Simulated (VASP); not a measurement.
Band structure of AuAl2 (fluorite). Calculation: PBE GGA, VASP's PBE PAW potentials (set 64) (plane waves; VASP).

Unless said otherwise, spin-orbit coupling is left out, though it shifts the bands of the heavy elements here.

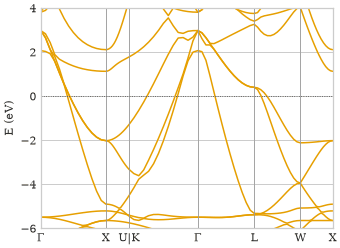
Figure. Bands along high-symmetry lines, zero at the valence-band maximum or, without a gap, the Fermi level

**Question.** Read the plot: is there a gap, and where are the band edges?

**Answer.** It has no gap at this level: it comes out as a metal or semimetal. (Edges off the drawn lines would not show.)

The compound is AuAl2 in the fluorite structure. It was relaxed first. The electron count is odd and the run is not spin-polarised, which forces a metal.
